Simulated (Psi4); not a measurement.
# AlF3 (SMILES F[Al](F)F): CAM-B3LYP/6-311+G(d,p)

Aim: the vertical singlet–triplet gap of AlF3 at CAM-B3LYP/6-311+G**, from 2 runs. 

The calculation is run with Psi4 1.11.

**1. The system as given**

The species is AlF3 (4 atoms), meant as a singlet with charge 0. SMILES: `F[Al](F)F`. The coordinates come from a PBE0-D4/def2-TZVP relaxation.

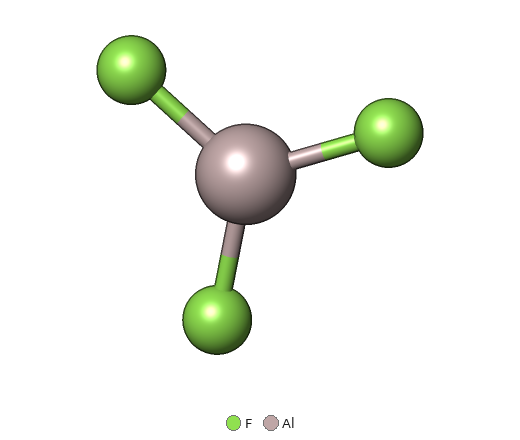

The structure, seen from a chosen angle (fluorine green, aluminium light grey).

**2. Energy and forces at CAM-B3LYP/6-311+G(d,p)**

job.py reads:

```python
import psi4

psi4.set_memory('2200 MB')
psi4.set_num_threads(1)
psi4.set_output_file('run.log', False)

mol = psi4.geometry("""
0 1
F      0.859410    -0.722590     1.180170
Al     0.000000    -0.000010     0.000000
F     -1.440740    -0.612530    -0.450110
F      0.581330     1.335130    -0.730040
symmetry c1
""")

psi4.set_options({
    'basis': '6-311+G**',
    'reference': 'rks',
    'puream': True,
    'e_convergence': 1e-09,
    'd_convergence': 1e-08,
    'scf_type': 'pk',
    'dft_radial_points': 99,
    'dft_spherical_points': 590,
})

result, w = psi4.gradient("cam-b3lyp", return_wfn=True)
psi4.oeprop(w, "DIPOLE", "LOWDIN_CHARGES", "MAYER_INDICES")
print('gradient / Eh bohr^-1')
print(result.np.round(6))
print(f'energy = {w.energy():.10f} Eh')
```

Started as:

```console
$ python job.py
```

run.log:

```text
[...]
  Running in c1 symmetry.
[...]
  Nuclear repulsion =  159.600526153884999
[...]
  Multiplicity = 1
[...]
  Nalpha       = 20
  Nbeta        = 20
[...]
    Number of basis functions: 96
[...]
   @RKS iter   1:  -542.00912292137809   -8.24118e-01   8.90070e-03 DIIS/ADIIS
[...]
   @RKS iter  10:  -542.22392416276386   -5.11591e-12   2.28111e-09 DIIS
[...]
    Orbital Energies [Eh]
    ---------------------
    Doubly Occupied:
       1A    -56.175757     2A    -24.753752     3A    -24.753751
       4A    -24.753742     5A     -4.290159     6A     -2.846674
       7A     -2.842114     8A     -2.842114     9A     -1.277263
      10A     -1.264219    11A     -1.264219    12A     -0.599683
      13A     -0.556787    14A     -0.556786    15A     -0.536248
      16A     -0.523148    17A     -0.523148    18A     -0.514818
      19A     -0.514818    20A     -0.495270
[...]
  @RKS Final Energy:  -542.22392416276386
   => Energetics <=
    Nuclear Repulsion Energy =            159.6005261538849993
    One-Electron Energy =               -1073.8506651769873770
    Two-Electron Energy =                 409.7636676956453812
    DFT Exchange-Correlation Energy =     -37.7374528353068115
    Empirical Dispersion Energy =           0.0000000000000000
    VV10 Nonlocal Energy =                  0.0000000000000000
    Total Energy =                       -542.2239241627638648
[...]
  -Total Gradient:
     Atom            X                  Y                   Z
    ------   -----------------  -----------------  -----------------
       1       -0.007315976581     0.006091833714    -0.009996116674
       2        0.000001058952     0.000000258691    -0.000001137042
       3        0.012234267487     0.005217534659     0.003809271862
       4       -0.004897162653    -0.011286244348     0.006183239833
[...]
 Multipole Moments:
 ------------------------------------------------------------------------------------
     Multipole            Electronic (a.u.)      Nuclear  (a.u.)        Total (a.u.)
 ------------------------------------------------------------------------------------
 L = 1.  Multiply by 2.5417464519 to convert [e a0] to [Debye]
 Dipole X            :         -0.0000001           -0.0000000           -0.0000001
 Dipole Y            :         -0.0000394           -0.0000037           -0.0000431
 Dipole Z            :         -0.0000199           -0.0000019           -0.0000218
 Magnitude           :                                                    0.0000483
[...]
```

Standard output:

```text
gradient / Eh bohr^-1
[[-7.3160e-03  6.0920e-03 -9.9960e-03]
 [ 1.0000e-06  0.0000e+00 -1.0000e-06]
 [ 1.2234e-02  5.2180e-03  3.8090e-03]
 [-4.8970e-03 -1.1286e-02  6.1830e-03]]
energy = -542.2239241628 Eh
```

It took 34 s on 1 thread of Intel Xeon at 2.50GHz (Skylake/Cascade Lake), shared host; peak memory 0.9 GiB.

**3. The triplet**

alf3.xyz reads:

```xyz
4
AlF3
F      0.859410    -0.722590     1.180170
Al     0.000000    -0.000010     0.000000
F     -1.440740    -0.612530    -0.450110
F      0.581330     1.335130    -0.730040
```

alf3_ase.py reads:

```python
import numpy as np
from ase.calculators.psi4 import Psi4
from ase.io import read

mol = read('alf3.xyz')
calc = Psi4(atoms=mol, method='cam-b3lyp', basis='6-311+G**', memory='2200MB', num_threads=1, charge=0, multiplicity=3, label='alf3', reference='uks')
calc.psi4.set_options({'puream': True, 'e_convergence': 1e-09, 'd_convergence': 1e-08, 'scf_type': 'pk', 'dft_radial_points': 99, 'dft_spherical_points': 590, 'maxiter': 100})
mol.calc = calc

forces = mol.get_forces()
print(f'energy: {mol.get_potential_energy():.6f} eV')
print('forces / eV A^-1')
print(np.round(forces, 5))
```

Started as:

```console
$ python alf3_ase.py
```

alf3.dat:

```text
[...]
  Running in c1 symmetry.
[...]
  Nuclear repulsion =  159.600526153884999
[...]
  Multiplicity = 3
[...]
  Nalpha       = 21
  Nbeta        = 19
[...]
    Number of basis functions: 96
[...]
   @UKS iter   1:  -541.81771421282781   -6.32710e-01   5.89538e-03 DIIS/ADIIS
[...]
   @UKS iter  12:  -541.91008028614374   -1.44382e-11   8.82024e-09 DIIS
[...]
   @S^2 Observed:                2.009814023E+00
[...]
    Orbital Energies [Eh]
    ---------------------
    Alpha Occupied:
       1A    -56.160723     2A    -24.837043     3A    -24.837041
       4A    -24.837035     5A     -4.276834     6A     -2.830242
       7A     -2.830242     8A     -2.828181     9A     -1.351529
      10A     -1.340483    11A     -1.340481    12A     -0.659126
      13A     -0.629720    14A     -0.629718    15A     -0.609139
      16A     -0.609139    17A     -0.594543    18A     -0.593864
      19A     -0.575604    20A     -0.575602    21A     -0.195135
    Alpha Virtual:
      22A     -0.018462    23A      0.029930    24A      0.029931
      25A      0.060337    26A      0.062312    27A      0.121795
[...]
  @UKS Final Energy:  -541.91008028614374
   => Energetics <=
    Nuclear Repulsion Energy =            159.6005261538849993
    One-Electron Energy =               -1072.0532887245606162
    Two-Electron Energy =                 408.1548772875646023
    DFT Exchange-Correlation Energy =     -37.6121950030326673
    Empirical Dispersion Energy =           0.0000000000000000
    VV10 Nonlocal Energy =                  0.0000000000000000
    Total Energy =                       -541.9100802861437387
[...]
 Multipole Moments:
 ------------------------------------------------------------------------------------
     Multipole            Electronic (a.u.)      Nuclear  (a.u.)        Total (a.u.)
 ------------------------------------------------------------------------------------
 L = 1.  Multiply by 2.5417464519 to convert [e a0] to [Debye]
 Dipole X            :         -0.0000224           -0.0000000           -0.0000224
 Dipole Y            :          0.0000547           -0.0000037            0.0000510
 Dipole Z            :          0.0000501           -0.0000019            0.0000483
 Magnitude           :                                                    0.0000737
[...]
  -Total Gradient:
     Atom            X                  Y                   Z
    ------   -----------------  -----------------  -----------------
       1       -0.034355937678     0.028822991200    -0.047128244266
       2       -0.000000035147     0.000006908881     0.000003407153
       3        0.057564863543     0.024487189207     0.017970166212
       4       -0.023187133793    -0.053294009963     0.029149895194
[...]
```

On the terminal:

```text
energy: -14746.124385 eV
forces / eV A^-1
[[ 1.76665e+00 -1.48214e+00  2.42343e+00]
 [ 0.00000e+00 -3.60000e-04 -1.80000e-04]
 [-2.96010e+00 -1.25918e+00 -9.24060e-01]
 [ 1.19233e+00  2.74049e+00 -1.49895e+00]]
```

Wall time 58 s (1 thread of Intel Xeon at 2.50GHz (Skylake/Cascade Lake), shared host); peak memory 0.91 GiB.

**4. Results**

Level: CAM-B3LYP/6-311+G**.

| quantity | value |
| --- | --- |
| singlet: total energy | -542.22392 Eh |
| singlet: dipole moment | 0.00 D |
| singlet: HOMO energy | -13.48 eV |
| singlet: LUMO energy | -1.06 eV |
| singlet: HOMO–LUMO gap | 12.41 eV |
| singlet: largest force on an atom | 0.711 eV/Å |
| triplet: total energy | -541.91008 Eh |
| triplet: dipole moment | 0.00 D |
| triplet: HOMO energy (highest over α and β) | -5.31 eV |
| triplet: ⟨S²⟩ | 2.010 |
| triplet: largest force on an atom | 3.347 eV/Å |
| vertical energy of the triplet above the singlet | 8.540 eV |

At this shape the triplet lies 8.54 eV (197 kcal/mol) above the singlet. The largest force (singlet) is 0.71 eV/Å: the shape isn't a stationary point for this species at this level.
